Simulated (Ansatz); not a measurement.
## Computed frozen-phonon scan: Li (fcc, Cu type)

Relaxed Li (fcc, Cu type):

```
CELL_PARAMETERS angstrom
      0.00000     4.23351     4.23351
      2.11676     0.00000     2.11676
      2.11676     2.11676     0.00000
ATOMIC_POSITIONS crystal
  Li 0.00000 0.00000 0.00000
  Li 0.50000 0.00000 0.00000
```

A phonon eigenvector at L = (0.5, 0.0, 0.0) is frozen into this cell: atom i moves by Q times the vector below, so Q is the largest atomic displacement, in Å. The cell is held. It is one choice among 2 degenerate patterns. (q is in reciprocal vectors of the primitive cell; the cell shown is doubled to hold the pattern.)

| atom | x | y | z |
|---|---|---|---|
| Li1 | -0.285 | 0.520 | -0.805 |
| Li2 | 0.285 | -0.520 | 0.805 |

The numbers are results of LDA (plane waves to 420 eV, PAW, scalar-relativistic; Ansatz, a quantum-chemistry and plane-wave program), not measurements. k mesh 19×19×19 (Γ-centred), Fermi-Dirac smearing 0.05 eV. E stands for the smeared free energy. With partly filled bands, energies and forces of such displacements shift with the k mesh and the smearing. Li was relaxed with its symmetry unable to fall. This is one of several known forms of Li; the measured ambient cells at hand have space group No. 229. The zero of ΔE is the undisplaced structure.

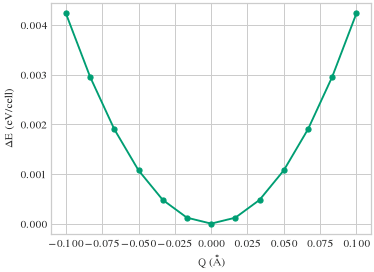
Figure. ΔE (eV/cell) against Q (Å); computed points joined by lines.

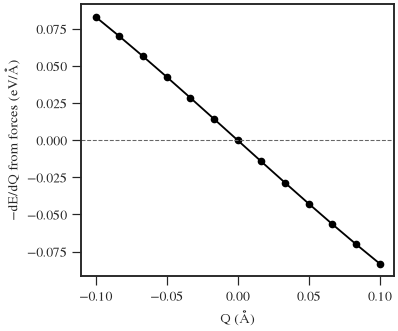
Figure: −dE/dQ from forces (eV/Å) against Q (Å); one marker a computed point.

The energy at Q = 0.100 Å comes out as 4.2 meV/cell. Shape of the curve: a single well with its minimum at or next to zero displacement. Space group of the distorted cell: P-1 (No. 2), lowered from Fm-3m. Symmetry of the curve: even: the same for both signs. Wavenumber by perturbation theory (DFPT, on another k mesh): 130 cm⁻¹.

(A displaced cell: forces are minus the slopes of the energy, force constants its curvatures, and phonons follow from these.)
